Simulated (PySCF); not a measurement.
SMILES F[BH][GeH3] at its B3LYP/def2-SVP optimised geometry (Å):

```
7

B     -0.5889     0.8237     0.0000
F      0.1905     1.8866    -0.0868
Ge     0.2379    -1.0952     0.0000
H     -0.2452    -1.8734    -1.2467
H      1.7817    -1.0952     0.0000
H     -0.2507    -1.8866     1.2354
H     -1.7817     1.0250     0.0729
```

Method: PySCF with B3LYP/def2-TZVP.

Map of the log10 of the electron density (e/bohr³), floored at −4 on the plane z = 1.0 Å:

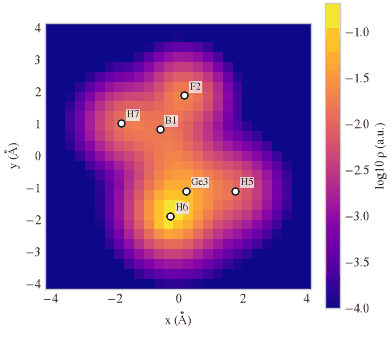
*Log10 of the electron density (e/bohr³), floored at −4 on the plane z = 1.0 Å.*
